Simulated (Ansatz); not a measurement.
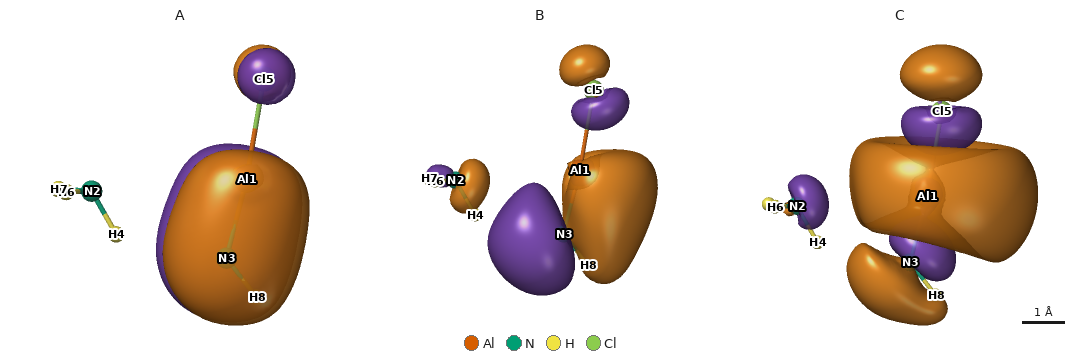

Figure 1: AlClHN···NH$_{3}$. Three frontier orbitals at ±0.06 Å⁻³ᐟ² (orange and purple are the two phases), in no order.

Not at a stationary point (largest force 0.7 eV/Å).

All numbers below come from RKS r2SCANh/def2-SVP (Ansatz).

```csv
atom,x (Å),y (Å),z (Å)
Al,-1.4022,0.0123,1.0173
N,1.1087,0.6366,-0.8637
N,-0.6486,-1.4323,0.6349
H,0.9534,-0.3516,-0.6524
Cl,-2.2301,1.8859,1.3810
H,1.0807,0.7466,-1.8759
H,2.0509,0.8748,-0.5608
H,-0.9128,-2.3724,0.9196
```

Order the three orbitals by energy and name them.

Answer. B is the HOMO−1 (−6.22 eV). Its weight (Hirshfeld) is mainly on N3 (about 65 %) and Al1 (about 20 %). A is the HOMO (−5.77 eV). By Hirshfeld shares it lies mainly on N3 (about 70 %) and Al1 (about 25 %). C is the LUMO (−1.93 eV). By Hirshfeld shares it lies mainly on Al1 (about 60 %), N3 (about 20 %) and Cl5 (about 15 %).

What is the HOMO–LUMO gap?

Answer. 3.84 eV between the orbital energies.
